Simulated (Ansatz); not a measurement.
# ClGaHO···HF (doublet): what the fields show

Input file:

```
crystal:
  periodic: [false, false, false]
  atoms:
    - { symbol: Ga, position_ang: [0.059878, 0.218777, -0.209488] }
    - { symbol: H, position_ang: [-0.177845, 0.46, 2.539137] }
    - { symbol: O, position_ang: [1.314082, -0.6407, -1.238285] }
    - { symbol: H, position_ang: [2.209386, -0.617303, -0.839211] }
    - { symbol: Cl, position_ang: [-1.99985, 0.076614, -1.03841] }
    - { symbol: F, position_ang: [0.054649, -0.449287, 2.581357] }
magnetization:
  spin_polarized: true
  initial_magnetization: 1
basis:
  gaussian: { orbitals: def2-SVP }
hamiltonian:
  xc: blyp
  dispersion: d4
relax:
  f_tol: 0.03
  max_steps: 50
output:
  orbitals: {}
```

Launched as:

```sh
ansatz run input.yaml --threads 2 --pin off --max-ram 3072MiB --backend cpu --events-out ev --progress --plain --runs-dir out
```

The fields are those of the run's last geometry, not of the input's.

The calculation used Ansatz, UKS BLYP-D4/def2-SVP.

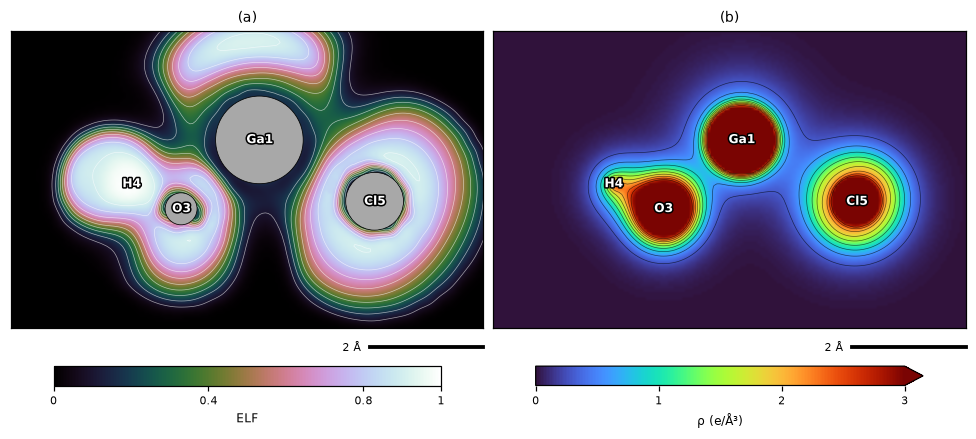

Figure 1. (a) electron localisation function; (b) electron density on the plane of atoms O3, Ga1 and Cl5. Grey discs cover the atomic cores in the ELF map.

**Interpret the plot.**

The section cuts through Ga, O, H and Cl sites. Ga–O (1.84 Å): ρ at the midpoint is about 0.77 e/Å³; the ELF peaks at about 0.85 in the valence shell of O, 0.6 Å from its nucleus, and is about 0.25 at the midpoint. Ga–Cl (2.30 Å): ρ is about 0.51 e/Å³ halfway; the ELF peaks at about 0.85 in the valence shell of Cl, 0.9 Å from its nucleus, and is about 0.50 at the midpoint. O–H (0.98 Å): ρ is about 3.5 e/Å³ halfway; the ELF climbs to about 1 towards the hydrogen, as it does in any bond to H: an ordinary covalent bond to hydrogen. The ELF also peaks beside Cl5 and O3, away from the bonds: non-bonding electrons, paired or unpaired.

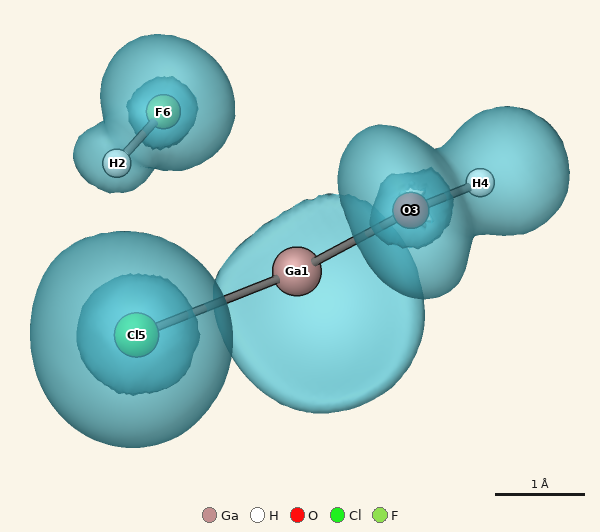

Figure 2. Isosurface of the ELF at 0.75 (cyan), seen at a tilt. Core shells and regions of very low density are left out.

**Where are the electrons localised?**

At this value the surface marks out one lobe on Ga, pointing away from the bonds (non-bonding electrons), one region wrapped around Cl (its valence shell), one joined region spread over several atoms (F, H), in which their bonds and any lone pairs are merged and one joined region spread over several atoms (H, O), in which their bonds and any lone pairs are merged.


Ga1···F6 (2.36 Å): the ELF dips to about 0.10 between them.

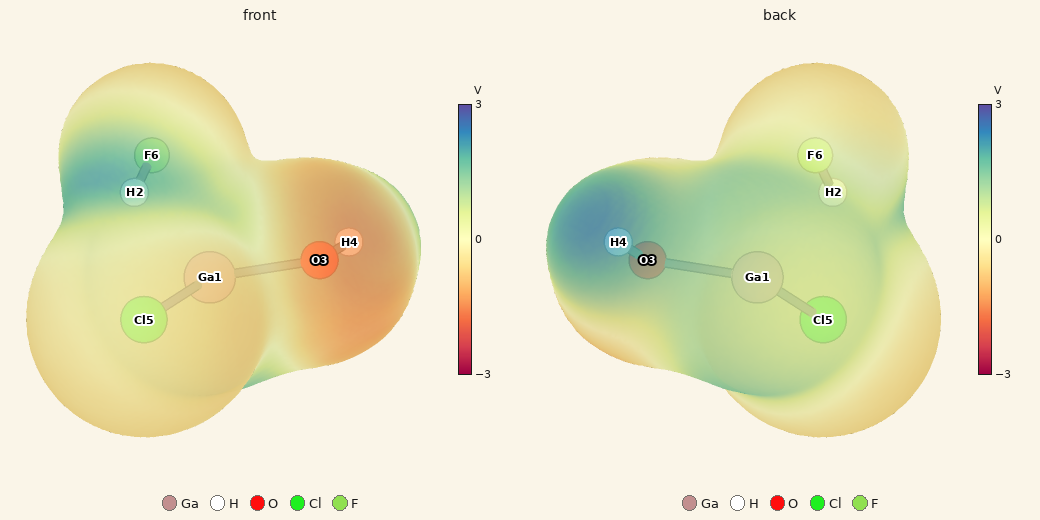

Figure 3. The electrostatic potential painted on the density surface at 0.002 e/bohr³, seen from the front and from behind; red is negative and blue positive.

**Describe the electrostatic potential map.**

The most negative region (about −1.4 V) lies over O3, the most positive (about +2.3 V) over H4. O3 is the likeliest acceptor of a hydrogen bond.
